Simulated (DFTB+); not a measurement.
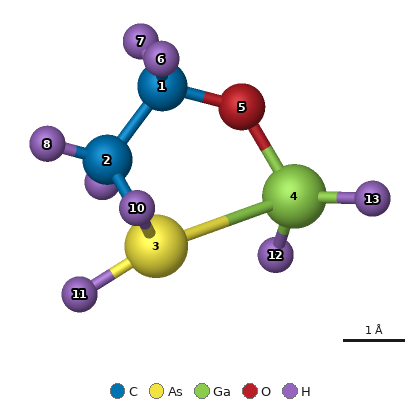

*The input geometry (ball-and-stick view, seen at a tilt; atoms are numbered from 1 in the order of the input). Sticks mark near contacts.*

**Run report: C₂H₈AsGaO, geometry relaxation (part 1 of 3)**

- system: C₂H₈AsGaO
- method: GFN1-xTB, R-SCC, dispersion built in (DFTB+ 25.1)

The geometry comes from this level: GFN2-xTB.

Log
```
|  DFTB+ development version (commit: a23bfb2)

Reading input file 'dftb_in.hsd'
Parser version: 14

--------------------------------------------------------------------------------

Processed input in HSD format written to 'dftb_pin.hsd'

Starting initialization...
--------------------------------------------------------------------------------
OpenMP threads:              1
Chosen random seed:          361004729
Current stacksize:           unlimited
Mode:                        Geometry optimisation relaxation
Self consistent charges:     Yes
SCC-tolerance:                 0.100000E-07
Max. scc iterations:                    100
Shell resolved Hubbard:      Yes
Spin polarisation:           No
Nr. of up electrons:            15.000000
Nr. of down electrons:          15.000000
Periodic boundaries:         No
Electronic solver:           Relatively robust
Mixer:                       Broyden mixer
Mixing parameter:                  0.200000
Nr. of chrg. vec. in memory:            100
Max. SCC-cycles:                        100
Max. nr. of geometry steps:             200
tblite library version:      0.3.0
-> parametrization:          GFN1-xTB
-> repulsion:                Yes
-> dispersion:               Yes
-> halogen bonding:          Yes
-> electrostatics:           Yes
   -> isotropic:             Yes
   -> anisotropic:           No
   -> third-order:           Yes
Electronic temperature:              0.950045E-03 H      0.258520E-01 eV
Initial charges:             Set automatically (system chrg:   0.000E+00)
Included shells:             C:  s, p
                            As:  s, p, d
                            Ga:  s, p, d
                             O:  s, p
                             H:  s, s2
Extra options:
                             Mulliken analysis
                             Force calculation
Force type                   original

--------------------------------------------------------------------------------

***  Geometry step: 0

 iSCC Total electronic   Diff electronic      SCC error
    1   -0.16806871E+02    0.00000000E+00    0.13771880E+01
    2   -0.17004226E+02   -0.16806871E+02    0.92984417E+00
    3   -0.17057207E+02   -0.19735508E+00    0.54793587E+00
    4   -0.17047106E+02   -0.52980623E-01    0.29735633E+00
    5   -0.17039984E+02    0.10100425E-01    0.40277399E+00
    6   -0.17071167E+02    0.71219454E-02    0.42091928E-01
    7   -0.17071535E+02   -0.31182650E-01    0.16207879E-01
    8   -0.17071622E+02   -0.36748830E-03    0.24287636E-02
    9   -0.17071622E+02   -0.87032589E-04    0.26974656E-02
   10   -0.17071623E+02   -0.69547067E-07    0.60220677E-03
   11   -0.17071623E+02   -0.11462990E-05    0.16993606E-03
   12   -0.17071623E+02   -0.36671864E-07    0.10492799E-03
   13   -0.17071623E+02   -0.14076655E-07    0.65831353E-04
   14   -0.17071623E+02   -0.12759394E-08    0.11668312E-04
   15   -0.17071623E+02   -0.99817044E-09    0.15238179E-05
   16   -0.17071623E+02   -0.34880543E-10    0.18576977E-05
   17   -0.17071623E+02    0.49737992E-13    0.11945712E-06
   18   -0.17071623E+02   -0.90949470E-12    0.20777925E-07
   19   -0.17071623E+02   -0.71054274E-14    0.99731237E-08

Total Energy:                      -16.9566944244 H         -461.4151 eV
Extrapolated to 0K:                -16.9566944244 H         -461.4151 eV
Total Mermin free energy:          -16.9566944244 H         -461.4151 eV
Force related energy:              -16.9566944244 H         -461.4151 eV

total energy  -1.6956694E+01 H       energy change -1.6956694E+01 H
gradient norm  3.2891638E-02 H/a0    max. gradient  1.7196499E-02 H/a0
step length    0.0000000E+00 a0      max. step      0.0000000E+00 a0

--------------------------------------------------------------------------------

***  Geometry step: 1

 iSCC Total electronic   Diff electronic      SCC error
    1   -0.17072970E+02    0.00000000E+00    0.70467439E-02
    2   -0.17072978E+02   -0.13469378E-02    0.43107445E-02
    3   -0.17072981E+02   -0.84208719E-05    0.27695938E-02
    4   -0.17072981E+02   -0.24510957E-05    0.12341843E-02
    5   -0.17072981E+02   -0.23817667E-06    0.49781643E-03
    6   -0.17072981E+02   -0.11987199E-06    0.38097248E-04
    7   -0.17072981E+02   -0.14664501E-07    0.18648209E-04
    8   -0.17072981E+02   -0.57827521E-09    0.52189014E-05
    9   -0.17072981E+02   -0.82227558E-10    0.74481450E-06
   10   -0.17072981E+02   -0.53113069E-11    0.39684872E-06
   11   -0.17072981E+02   -0.18474111E-12    0.11639033E-06
   12   -0.17072981E+02    0.00000000E+00    0.30585607E-07
   13   -0.17072981E+02    0.35527137E-14    0.63416938E-08

Total Energy:                      -16.9575744183 H         -461.4391 eV
Extrapolated to 0K:                -16.9575744183 H         -461.4391 eV
Total Mermin free energy:          -16.9575744183 H         -461.4391 eV
Force related energy:              -16.9575744183 H         -461.4391 eV

total energy  -1.6957574E+01 H       energy change -8.7999386E-04 H
gradient norm  2.1729925E-02 H/a0    max. gradient  1.0402218E-02 H/a0
step length    3.2891638E-02 a0      max. step      1.7196499E-02 a0

--------------------------------------------------------------------------------

***  Geometry step: 2

 iSCC Total electronic   Diff electronic      SCC error
    1   -0.17075206E+02    0.00000000E+00    0.13517909E-01
    2   -0.17075238E+02   -0.22245396E-02    0.72385980E-02
    3   -0.17075247E+02   -0.32123044E-04    0.49354771E-02
    4   -0.17075248E+02   -0.97566742E-05    0.22405606E-02
    5   -0.17075248E+02   -0.42533128E-06    0.86541084E-03
    6   -0.17075248E+02   -0.43122654E-06    0.60778583E-04
    7   -0.17075248E+02   -0.52054851E-07    0.35328368E-04
    8   -0.17075248E+02   -0.13119781E-08    0.72193691E-05
    9   -0.17075248E+02   -0.37976022E-09    0.11538752E-05
   10   -0.17075248E+02   -0.14587442E-10    0.55362789E-06
   11   -0.17075248E+02   -0.33750780E-12    0.39556840E-06
   12   -0.17075248E+02    0.10658141E-13    0.57317818E-07
   13   -0.17075248E+02   -0.14210855E-13    0.14885735E-07
   14   -0.17075248E+02    0.00000000E+00    0.12239807E-08

Total Energy:                      -16.9584544817 H         -461.4630 eV
Extrapolated to 0K:                -16.9584544817 H         -461.4630 eV
Total Mermin free energy:          -16.9584544817 H         -461.4630 eV
Force related energy:              -16.9584544817 H         -461.4630 eV

total energy  -1.6958454E+01 H       energy change -8.8006336E-04 H
gradient norm  1.1751911E-02 H/a0    max. gradient  4.4245625E-03 H/a0
step length    6.7419294E-02 a0      max. step      3.2140409E-02 a0

--------------------------------------------------------------------------------

***  Geometry step: 3

 iSCC Total electronic   Diff electronic      SCC error
    1   -0.17075579E+02    0.00000000E+00    0.28059357E-02
    2   -0.17075582E+02   -0.33093466E-03    0.21896493E-02
    3   -0.17075583E+02   -0.31369886E-05    0.95418680E-03
    4   -0.17075583E+02   -0.10492305E-05    0.55874462E-03
    5   -0.17075583E+02   -0.35761538E-07    0.22617366E-03
    6   -0.17075584E+02   -0.10201674E-07    0.18353080E-04
    7   -0.17075584E+02   -0.50845657E-08    0.63847629E-05
    8   -0.17075584E+02   -0.10832579E-09    0.36572371E-05
    9   -0.17075584E+02   -0.58193450E-11    0.27955220E-06
   10   -0.17075584E+02   -0.13002932E-11    0.99092793E-07
   11   -0.17075584E+02   -0.14210855E-13    0.17355706E-07
   12   -0.17075584E+02    0.00000000E+00    0.91777339E-08

Total Energy:                      -16.9586548923 H         -461.4685 eV
Extrapolated to 0K:                -16.9586548923 H         -461.4685 eV
Total Mermin free energy:          -16.9586548923 H         -461.4685 eV
Force related energy:              -16.9586548923 H         -461.4685 eV

total energy  -1.6958655E+01 H       energy change -2.0041064E-04 H
gradient norm  1.1578936E-02 H/a0    max. gradient  3.8175283E-03 H/a0
step length    2.8606136E-02 a0      max. step      1.3689217E-02 a0

--------------------------------------------------------------------------------

***  Geometry step: 4

 iSCC Total electronic   Diff electronic      SCC error
    1   -0.17075424E+02    0.00000000E+00    0.38688447E-02
    2   -0.17075432E+02    0.15960753E-03    0.25538331E-02
    3   -0.17075433E+02   -0.76690691E-05    0.16215989E-02
    4   -0.17075434E+02   -0.18852335E-05    0.10081739E-02
    5   -0.17075434E+02   -0.30345591E-06    0.24639989E-03
    6   -0.17075434E+02   -0.21455229E-07    0.32197500E-04
    7   -0.17075434E+02   -0.95451078E-08    0.14372686E-04
    8   -0.17075434E+02   -0.25376323E-09    0.50606481E-05
    9   -0.17075434E+02   -0.23923974E-10    0.42680386E-06
   10   -0.17075434E+02   -0.37019277E-11    0.79596596E-07
   11   -0.17075434E+02   -0.24868996E-13    0.29330183E-07
   12   -0.17075434E+02    0.00000000E+00    0.15900009E-07
   13   -0.17075434E+02   -0.71054274E-14    0.33559653E-08

Total Energy:                      -16.9589837703 H         -461.4774 eV
Extrapolated to 0K:                -16.9589837703 H         -461.4774 eV
Total Mermin free energy:          -16.9589837703 H         -461.4774 eV
Force related energy:              -16.9589837703 H         -461.4774 eV

total energy  -1.6958984E+01 H       energy change -3.2887800E-04 H
gradient norm  1.2285709E-02 H/a0    max. gradient  6.2903602E-03 H/a0
step length    5.7125180E-02 a0      max. step      2.7766580E-02 a0

--------------------------------------------------------------------------------

***  Geometry step: 5

 iSCC Total electronic   Diff electronic      SCC error
    1   -0.17074597E+02    0.00000000E+00    0.49473237E-02
    2   -0.17074608E+02    0.83700308E-03    0.24020028E-02
    3   -0.17074609E+02   -0.11055693E-04    0.17570986E-02
    4   -0.17074610E+02   -0.12888406E-05    0.10417167E-02
    5   -0.17074610E+02   -0.38560675E-06    0.16651131E-03
    6   -0.17074610E+02   -0.19831454E-07    0.32881205E-04
    7   -0.17074610E+02   -0.52963571E-08    0.19293364E-04
    8   -0.17074610E+02   -0.19639046E-09    0.40562194E-05
    9   -0.17074610E+02   -0.49386273E-10    0.56204580E-06
   10   -0.17074610E+02   -0.33857361E-11    0.85859164E-07
   11   -0.17074610E+02   -0.39079850E-13    0.33001608E-07
   12   -0.17074610E+02   -0.35527137E-14    0.21406648E-07
   13   -0.17074610E+02    0.00000000E+00    0.50668161E-08

Total Energy:                      -16.9593043676 H         -461.4862 eV
Extrapolated to 0K:                -16.9593043676 H         -461.4862 eV
Total Mermin free energy:          -16.9593043676 H         -461.4862 eV
Force related energy:              -16.9593043676 H         -461.4862 eV

total energy  -1.6959304E+01 H       energy change -3.2059725E-04 H
gradient norm  1.2381223E-02 H/a0    max. gradient  6.6024776E-03 H/a0
step length    6.7226101E-02 a0      max. step      3.1217182E-02 a0

--------------------------------------------------------------------------------

***  Geometry step: 6

 iSCC Total electronic   Diff electronic      SCC error
    1   -0.17073482E+02    0.00000000E+00    0.97145897E-02
    2   -0.17073500E+02    0.11275222E-02    0.34613033E-02
    3   -0.17073501E+02   -0.17624467E-04    0.28112172E-02
    4   -0.17073501E+02   -0.15250425E-05    0.13454605E-02
    5   -0.17073501E+02   -0.22171269E-06    0.12813319E-03
    6   -0.17073501E+02   -0.68442283E-07    0.31326923E-04
    7   -0.17073501E+02   -0.53486247E-08    0.17068518E-04
    8   -0.17073501E+02   -0.14849633E-09    0.30196249E-05
    9   -0.17073501E+02   -0.40643044E-10    0.71296241E-06
   10   -0.17073501E+02   -0.28350655E-11    0.18457223E-06
   11   -0.17073501E+02   -0.49737992E-13    0.79923858E-07
   12   -0.17073501E+02   -0.35527137E-14    0.36753672E-07
   13   -0.17073501E+02    0.00000000E+00    0.72236551E-08

Total Energy:                      -16.9595932624 H         -461.4940 eV
Extrapolated to 0K:                -16.9595932624 H         -461.4940 eV
Total Mermin free energy:          -16.9595932624 H         -461.4940 eV
Force related energy:              -16.9595932624 H         -461.4940 eV

total energy  -1.6959593E+01 H       energy change -2.8889480E-04 H
gradient norm  1.1374639E-02 H/a0    max. gradient  5.7060451E-03 H/a0
step length    7.0545819E-02 a0      max. step      2.9651677E-02 a0

--------------------------------------------------------------------------------

***  Geometry step: 7

 iSCC Total electronic   Diff electronic      SCC error
    1   -0.17072970E+02    0.00000000E+00    0.94734067E-02
    2   -0.17072983E+02    0.53151232E-03    0.29715064E-02
    3   -0.17072984E+02   -0.13364279E-04    0.31339394E-02
    4   -0.17072985E+02   -0.11491467E-05    0.11467016E-02
    5   -0.17072985E+02   -0.17689994E-06    0.19117824E-03
    6   -0.17072985E+02   -0.82349686E-07    0.23633460E-04
    7   -0.17072985E+02   -0.69591266E-08    0.13827944E-04
    8   -0.17072985E+02   -0.95418784E-10    0.26795792E-05
    9   -0.17072985E+02   -0.25220714E-10    0.63700426E-06
   10   -0.17072985E+02   -0.16129320E-11    0.17136539E-06
   11   -0.17072985E+02   -0.31974423E-13    0.56039388E-07
   12   -0.17072985E+02    0.35527137E-14    0.26705181E-07
   13   -0.17072985E+02   -0.35527137E-14    0.35819674E-08

Total Energy:                      -16.9598063277 H         -461.4998 eV
Extrapolated to 0K:                -16.9598063277 H         -461.4998 eV
Total Mermin free energy:          -16.9598063277 H         -461.4998 eV
Force related energy:              -16.9598063277 H         -461.4998 eV

total energy  -1.6959806E+01 H       energy change -2.1306538E-04 H
gradient norm  1.0531228E-02 H/a0    max. gradient  5.2790177E-03 H/a0
step length    5.2578466E-02 a0      max. step      2.0977049E-02 a0

--------------------------------------------------------------------------------

***  Geometry step: 8

 iSCC Total electronic   Diff electronic      SCC error
    1   -0.17073193E+02    0.00000000E+00    0.84846959E-02
    2   -0.17073204E+02   -0.20788100E-03    0.26029449E-02
    3   -0.17073205E+02   -0.11717734E-04    0.27585584E-02
    4   -0.17073206E+02   -0.10961289E-05    0.95327188E-03
    5   -0.17073206E+02   -0.17551728E-06    0.21716713E-03
    6   -0.17073206E+02   -0.90304852E-07    0.23842458E-04
    7   -0.17073206E+02   -0.84551388E-08    0.13184846E-04
    8   -0.17073206E+02   -0.73153927E-10    0.28245916E-05
    9   -0.17073206E+02   -0.20431656E-10    0.61774877E-06
   10   -0.17073206E+02   -0.12470025E-11    0.16400543E-06
   11   -0.17073206E+02   -0.14210855E-13    0.43793293E-07
   12   -0.17073206E+02   -0.14210855E-13    0.20980953E-07
   13   -0.17073206E+02    0.35527137E-14    0.31375147E-08

Total Energy:                      -16.9600151751 H         -461.5055 eV
Extrapolated to 0K:                -16.9600151751 H         -461.5055 eV
Total Mermin free energy:          -16.9600151751 H         -461.5055 eV
Force related energy:              -16.9600151751 H         -461.5055 eV

total energy  -1.6960015E+01 H       energy change -2.0884732E-04 H
gradient norm  1.0833494E-02 H/a0    max. gradient  4.0495526E-03 H/a0
step length    5.0614770E-02 a0      max. step      2.2153931E-02 a0

--------------------------------------------------------------------------------

***  Geometry step: 9

 iSCC Total electronic   Diff electronic      SCC error
    1   -0.17074136E+02    0.00000000E+00    0.71287306E-02
    2   -0.17074149E+02   -0.93075853E-03    0.31336195E-02
    3   -0.17074150E+02   -0.12615244E-04    0.25853293E-02
    4   -0.17074151E+02   -0.13090813E-05    0.92079163E-03
    5   -0.17074151E+02   -0.17344393E-06    0.19506135E-03
    6   -0.17074151E+02   -0.10074947E-06    0.23992490E-04
    7   -0.17074151E+02   -0.71116482E-08    0.11923362E-04
    8   -0.17074151E+02   -0.96573416E-10    0.31789709E-05
    9   -0.17074151E+02   -0.29558578E-10    0.75656929E-06
   10   -0.17074151E+02   -0.15951684E-11    0.20140850E-06
   11   -0.17074151E+02   -0.35527137E-13    0.41330515E-07
   12   -0.17074151E+02   -0.35527137E-14    0.23240289E-07
   13   -0.17074151E+02    0.00000000E+00    0.37209951E-08

Total Energy:                      -16.9602547082 H         -461.5120 eV
Extrapolated to 0K:                -16.9602547082 H         -461.5120 eV
Total Mermin free energy:          -16.9602547082 H         -461.5120 eV
Force related energy:              -16.9602547082 H         -461.5120 eV

total energy  -1.6960255E+01 H       energy change -2.3953310E-04 H
gradient norm  1.2058427E-02 H/a0    max. gradient  3.9964195E-03 H/a0
step length    6.1451717E-02 a0      max. step      2.9829875E-02 a0

--------------------------------------------------------------------------------

***  Geometry step: 10

 iSCC Total electronic   Diff electronic      SCC error
    1   -0.17075670E+02    0.00000000E+00    0.69192560E-02
    2   -0.17075692E+02   -0.15194148E-02    0.44090057E-02
    3   -0.17075694E+02   -0.21497953E-04    0.37944783E-02
    4   -0.17075695E+02   -0.25729938E-05    0.11179221E-02
    5   -0.17075695E+02   -0.47806906E-06    0.22503222E-03
    6   -0.17075695E+02   -0.17901936E-06    0.36687474E-04
    7   -0.17075695E+02   -0.13106977E-07    0.17354988E-04
    8   -0.17075695E+02   -0.27438674E-09    0.51660873E-05
    9   -0.17075695E+02   -0.10710366E-09    0.77170344E-06
   10   -0.17075695E+02   -0.32684966E-11    0.28551014E-06
   11   -0.17075695E+02   -0.12079227E-12    0.12682365E-06
   12   -0.17075695E+02   -0.71054274E-14    0.26260244E-07
   13   -0.17075695E+02    0.71054274E-14    0.43214352E-08

Total Energy:                      -16.9605603809 H         -461.5203 eV
Extrapolated to 0K:                -16.9605603809 H         -461.5203 eV
Total Mermin free energy:          -16.9605603809 H         -461.5203 eV
Force related energy:              -16.9605603809 H         -461.5203 eV

total energy  -1.6960560E+01 H       energy change -3.0567274E-04 H
gradient norm  1.2925572E-02 H/a0    max. gradient  4.1760802E-03 H/a0
step length    8.7329061E-02 a0      max. step      4.5709147E-02 a0

--------------------------------------------------------------------------------

***  Geometry step: 11
```
